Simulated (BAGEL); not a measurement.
**SnH4 (SMILES [SnH4]), step by step**

Wanted: the energy (HF/x2c-SVPall), then a single-point energy (NEVPT2(2,2)/x2c-SVPall), then a single-point energy (CASPT2(2,2)/x2c-SVPall) of SnH4. 

The calculation is run with BAGEL 1.2.2.

1 further run of the same task is left out (set aside as unsound or not needed).

## Step 1: The system as given

SnH4: 5 atoms, total charge 0, spin state singlet. SMILES: `[SnH4]`. The Sn1–H5 distance was set to 3.919 Å, away from the relaxed value. At this shape a bond of the SMILES string is far longer than usual.

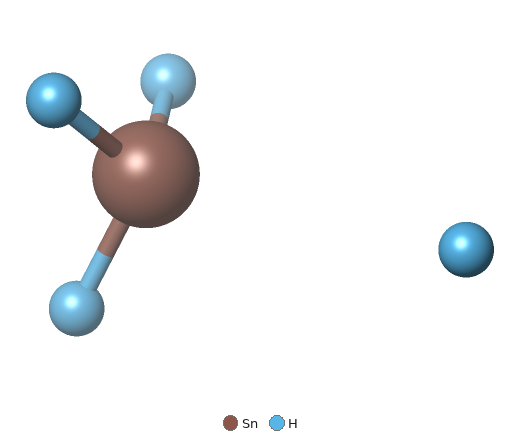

Viewed from a chosen angle; tin brown, hydrogen blue.

## Step 2: The energy at HF/x2c-SVPall (DKH2, density fitting with AutoAux) (run 1)

File hf.json:

```json
{ "bagel": [

{
  "title": "molecule",
  "basis": "x2c-svpall.json",
  "df_basis": "x2c-svpall-autoaux.json",
  "angstrom": "false",
  "dkh": "true",
  "geometry": [
    { "atom": "Sn", "xyz": [ -2.10393036, -3.49982192,  0.91808186 ] },
    { "atom": "H", "xyz": [ -0.54700390, -5.11268427,  3.22902794 ] },
    { "atom": "H", "xyz": [ -5.05878172, -2.73748750,  1.94439212 ] },
    { "atom": "H", "xyz": [ -2.32472596, -5.34158679, -1.71341846 ] },
    { "atom": "H", "xyz": [  1.61849373,  2.69217943, -0.70607727 ] }
  ]
},
{
  "title": "hf"
},
{
  "title": "print",
  "file": "orbitals.molden",
  "orbitals": "true"
}

]}
```

The basis set x2c-SVPall is read from a file made from the Basis Set Exchange's data (not shown).

Started as:

```
$ BAGEL_NUM_THREADS=1 BAGEL hf.json > hf.out
```

The program printed:

```text
* using 1 threads per process

  ===============================================================
  ===============================================================

  *** Geometry ***

  { "atom" : "Sn", "xyz" : [     -2.103930,     -3.499822,      0.918082 ] },
  { "atom" : "H", "xyz" : [     -0.547004,     -5.112684,      3.229028 ] },
  { "atom" : "H", "xyz" : [     -5.058782,     -2.737487,      1.944392 ] },
  { "atom" : "H", "xyz" : [     -2.324726,     -5.341587,     -1.713418 ] },
  { "atom" : "H", "xyz" : [      1.618494,      2.692179,     -0.706077 ] },

  Number of auxiliary basis functions:      450

  Since a DF basis is specified, we compute 2- and 3-index integrals:
    o Being stored without compression. Storage requirement is 0.011 GB

  Number of basis functions:       56
  Number of electrons      :       54

    * METHOD: MOLECULE                             0.16

  *** RHF ***

  === Nuclear Repulsion ===
    54.2458072889

      * DIIS with orbital gradients will be used.

  === RHF iteration (x2c-svpall.json) ===
      0      -6173.53209460          0.00772966           0.05
      1      -6173.56168486          0.00548169           0.05
      2      -6173.58190541          0.00087667           0.05
      3      -6173.58247149          0.00013633           0.05
      4      -6173.58248792          0.00003143           0.05
      5      -6173.58248891          0.00000260           0.05
      6      -6173.58248892          0.00000071           0.05
      7      -6173.58248892          0.00000011           0.05
      8      -6173.58248892          0.00000002           0.05
      9      -6173.58248892          0.00000000           0.05
    * SCF iteration converged.

    * Permanent dipole moment:
           (    0.914629,     1.521485,    -0.399293) a.u.

    * METHOD: HF                                   0.79

    * METHOD: PRINT                                0.01

  ===============================================================
```

Wall time 1.1 s (1 thread of Arm Neoverse V1, shared host); peak memory 0.14 GiB.

## Step 3: The energy at NEVPT2(2,2)/x2c-SVPall (DKH2, density fitting with AutoAux) (run 2)

File job.json:

```json
{ "bagel": [

{
  "title": "molecule",
  "basis": "x2c-svpall.json",
  "df_basis": "x2c-svpall-autoaux.json",
  "dkh": true,
  "geometry": [
    { "atom": "Sn", "xyz": [ -2.10393036, -3.49982192,  0.91808186 ] },
    { "atom": "H", "xyz": [ -0.54700390, -5.11268427,  3.22902794 ] },
    { "atom": "H", "xyz": [ -5.05878172, -2.73748750,  1.94439212 ] },
    { "atom": "H", "xyz": [ -2.32472596, -5.34158679, -1.71341846 ] },
    { "atom": "H", "xyz": [  1.61849373,  2.69217943, -0.70607727 ] }
  ]
},
{
  "title": "hf"
},
{
  "title": "nevpt2",
  "nstate": 1,
  "nact": 2,
  "nclosed": 26,
  "active": [27, 28],
  "maxiter": 200,
  "natocc": true,
  "ncore": 18
},
{
  "title": "print",
  "file": "orbitals.molden",
  "orbitals": true
}

]}
```

The basis set x2c-SVPall is read from a file made from the Basis Set Exchange's data (not shown).

Started as:

```
$ BAGEL_NUM_THREADS=1 BAGEL job.json > job.out
```

The program printed:

```text
* using 1 threads per process

  ===============================================================
  ===============================================================

  *** Geometry ***

[... 29 lines left out ...]
    * SCF iteration converged.
[... 1 line left out ...]
    * Permanent dipole moment:
[... 28 lines left out ...]
    * Second-order optimization converged. *
[... 9 lines left out ...]
     * ci vector, state   0, <S^2> = 0.0000
       2.     0.8013841722
       .2    -0.5981499883

  === DF-NEVPT2 calculation ===

    * 3-index integral transformation done
    * assembly done

      NEVPT2 correlation energy:   -0.1469917587      0.03

          (+0)     -0.0860492016
          (+0)'    -0.0367296027
          (+1)     -0.0049849527
          (+1)'    -0.0035081583
          (+2)     -0.0000448298
          (-1)     -0.0139406719
          (-1)'    -0.0015647400
          (-2)     -0.0001696017

      NEVPT2 total energy:       -6173.8326244789

    * METHOD: NEVPT2                               2.36

    * METHOD: PRINT                                0.01

  ===============================================================
```

Wall time 3.6 s (1 thread of Arm Neoverse V1, shared host); peak memory 0.14 GiB.

## Step 4: A single-point energy at CASPT2(2,2)/x2c-SVPall (DKH2, density fitting with AutoAux) (run 3)

File calc.json:

```json
{ "bagel" : [

{
  "title" : "molecule",
  "basis" : "x2c-svpall.json",
  "df_basis" : "x2c-svpall-autoaux.json",
  "dkh" : "true",
  "geometry" : [
    { "atom" : "Sn", "xyz" : [ -2.10393036, -3.49982192,  0.91808186 ] },
    { "atom" : "H", "xyz" : [ -0.54700390, -5.11268427,  3.22902794 ] },
    { "atom" : "H", "xyz" : [ -5.05878172, -2.73748750,  1.94439212 ] },
    { "atom" : "H", "xyz" : [ -2.32472596, -5.34158679, -1.71341846 ] },
    { "atom" : "H", "xyz" : [  1.61849373,  2.69217943, -0.70607727 ] }
  ]
},
{
  "title" : "hf"
},
{
  "title" : "casscf",
  "nstate" : 1,
  "nact" : 2,
  "nclosed" : 26,
  "active" : [27, 28],
  "maxiter" : 200,
  "natocc" : "true"
},
{
  "title" : "print",
  "file" : "orbitals.molden",
  "orbitals" : "true"
},
{
  "title" : "smith",
  "method" : "caspt2",
  "ms" : "true",
  "xms" : "true",
  "sssr" : "true",
  "shift" : 0.2,
  "shift_imag" : "true",
  "ncore" : 18
}

]}
```

The basis set x2c-SVPall is read from a file made from the Basis Set Exchange's data (not shown).

Started as:

```
$ BAGEL_NUM_THREADS=1 BAGEL calc.json > calc.out
```

The program printed:

```text
* using 1 threads per process

  ===============================================================
  ===============================================================

  *** Geometry ***

[... 31 lines left out ...]
    * Permanent dipole moment:
[... 37 lines left out ...]
     * ci vector, state   0, <S^2> = 0.0000
[... 21 lines left out ...]
       #      aibj      arbs      arbi      airj      risj      airs      arst      rist         Etot      error   time
[... 7 lines left out ...]
      ------------------------------------------------------------------------------------------------------------------

    * CASPT2 energy : state  0    -6173.7942806780
        w/o shift correction      -6173.7931424351
        reference weight              0.9522177451

    * METHOD: SMITH                                0.14

  ===============================================================
```

It took 3.6 s on 1 thread of Arm Neoverse V1, shared host; peak memory 0.14 GiB.

## Step 5: Summary of results

| quantity | value |
| --- | --- |
| run 1, HF/x2c-SVPall: total energy | -6173.58249 Eh |
| run 1, HF/x2c-SVPall: dipole moment | 4.62 D |
| run 1, HF/x2c-SVPall: HOMO energy | -7.27 eV |
| run 1, HF/x2c-SVPall: LUMO energy | -1.77 eV |
| run 1, HF/x2c-SVPall: HOMO–LUMO gap | 5.51 eV |
| run 2, NEVPT2(2,2)/x2c-SVPall: total energy | -6173.83262 Eh |
| run 3, CASPT2(2,2)/x2c-SVPall: total energy | -6173.79428 Eh |

In words: One bond (run 1, HF/x2c-SVPall) is far stretched, which a spin-restricted single reference describes badly; a broken-symmetry solution may lie lower.
